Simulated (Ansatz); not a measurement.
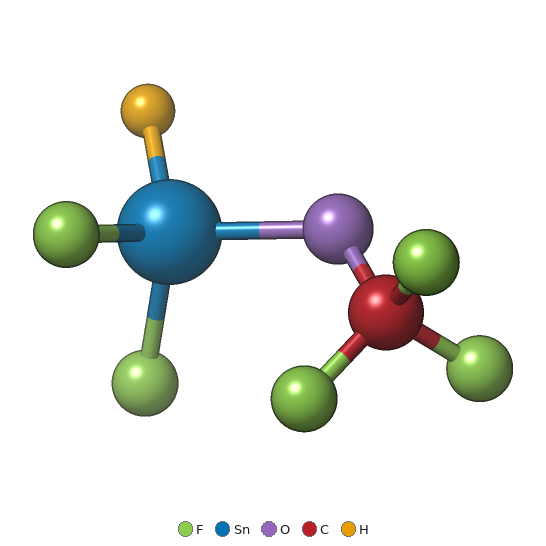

Computed geometry: PBE0-D4/def2-TZVP optimisation. No frequency run is at hand to confirm it as a minimum.

Draw it as a skeletal formula.

SMILES: [F][SnH]([F])[O]C(F)(F)F

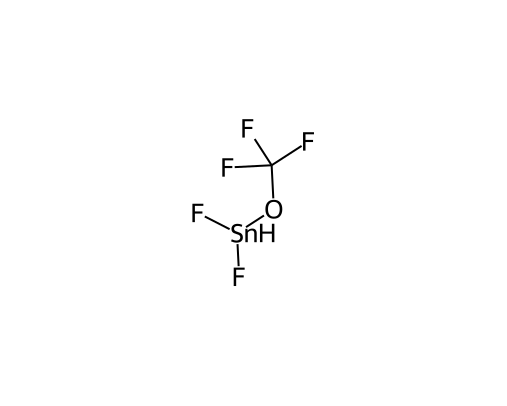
